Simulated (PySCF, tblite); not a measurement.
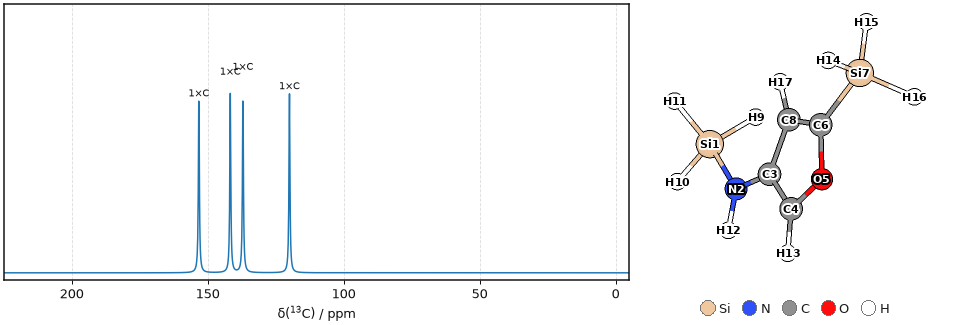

Spectrum and numbered structure of C₄H₉NOSi₂, SMILES [SiH3]Nc1coc([SiH3])c1. GIAO shifts, PBE0/pcSseg-1, PySCF, at a GFN2-xTB geometry (a minimum by its frequencies), against TMS for ¹³C computed at the same level. Gas phase, fully decoupled, line heights follow the number of nuclei, widths are arbitrary (no quadrupolar broadening); values of one conformer, averaged over methyl-type rotors and exact or near symmetry; other conformers aren't averaged in.

### Which ¹³C nuclei are the least shielded, and which the most?

Least shielded: C6 at 153.2 ppm. Most shielded: C8 at 119.9 ppm.

Caveats: the tight-binding geometry is rougher than a DFT one and adds to the error.
